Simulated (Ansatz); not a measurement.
## Electronic structure of FGeH₃···H (doublet) in real space

Input

```
crystal:
  periodic: [false, false, false]
  atoms:
    - { symbol: Ge, position_ang: [0.000334, 0.0, -0.120259] }
    - { symbol: F, position_ang: [0.000177, 0.0, 1.588094] }
    - { symbol: H, position_ang: [1.464738, 0.0, -0.552629] }
    - { symbol: H, position_ang: [-0.731771, 1.268236, -0.552747] }
    - { symbol: H, position_ang: [-0.731771, -1.268236, -0.552747] }
    - { symbol: H, position_ang: [-0.000107, 0.0, 3.721689] }
magnetization:
  spin_polarized: true
  initial_magnetization: 1
basis:
  gaussian: { orbitals: def2-SVP }
hamiltonian:
  xc: hf
relax:
  f_tol: 0.03
  max_steps: 50
output:
  orbitals: {}
```

Command:

```sh
ansatz run input.yaml --threads 1 --pin off --max-ram 2048MiB --backend cpu --events-out ev --progress --plain --runs-dir out
```

The fields are those of the relaxed geometry.

All numbers below come from Ansatz, UHF/def2-SVP.

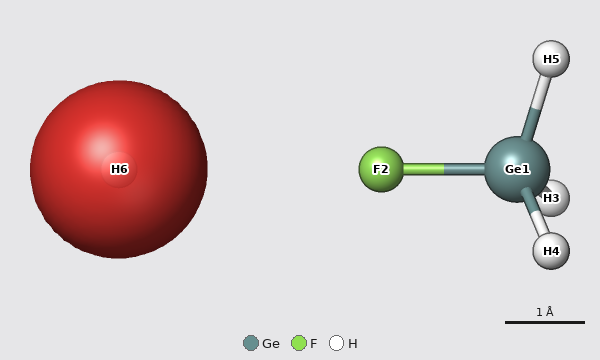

Figure 1. Isosurface of the spin density (α minus β) at +0.03 e/Å³ (red), seen from one side.

Question: Where is the unpaired spin?

Answer: The unpaired spin (1 electron) lies mostly on H6 (about 1.0), in electrons by Hirshfeld's partition.

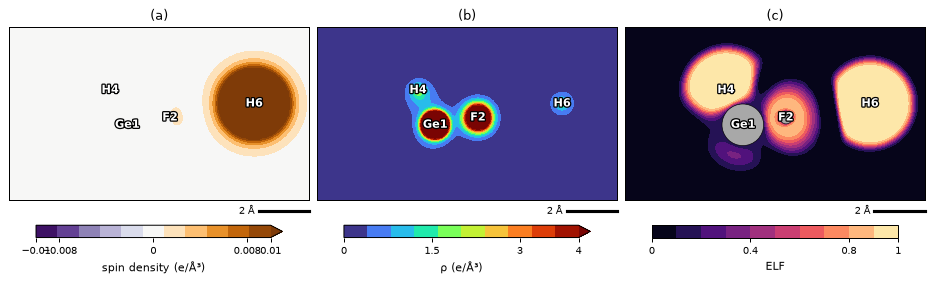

Figure 2. (a) spin density (α minus β); (b) electron density; (c) electron localisation function on the plane of atoms F2, Ge1 and H4. Grey discs cover the atomic cores in the ELF map.

Question: Describe what can be read from this map.

Answer:
- The section cuts through Ge, F and H sites.
- Ge–F (1.73 Å): the density is about 0.91 e/Å³ at the midpoint; the ELF peaks at about 0.80 in the valence shell of F, 0.5 Å from its nucleus, and is about 0.20 at the midpoint.
- Ge–H (1.53 Å): the density is about 1.1 e/Å³ at the midpoint; the ELF climbs to about 1 towards the hydrogen.
- The ELF also peaks beside F2, away from the bonds: non-bonding electrons, paired or unpaired.

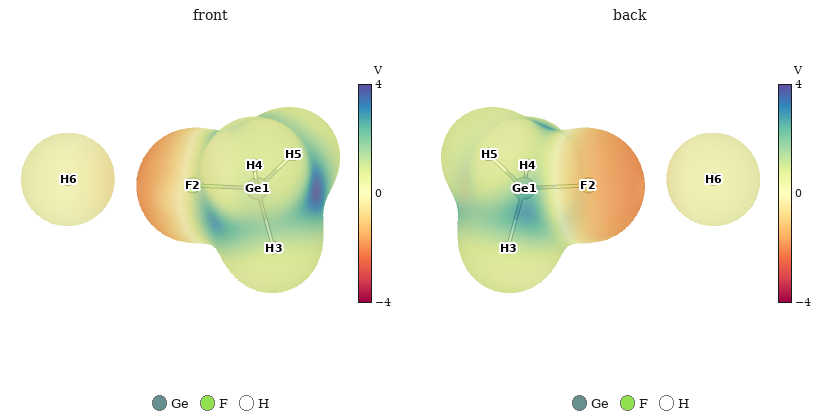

Figure 3. The molecular electrostatic potential painted on the density surface at 0.004 e/bohr³, seen from the front and from behind; red is negative and blue positive.

Question: Describe the electrostatic potential map.

Answer: The most negative region (about −1.8 V) lies over F2, the most positive (about +3.6 V) over Ge1.
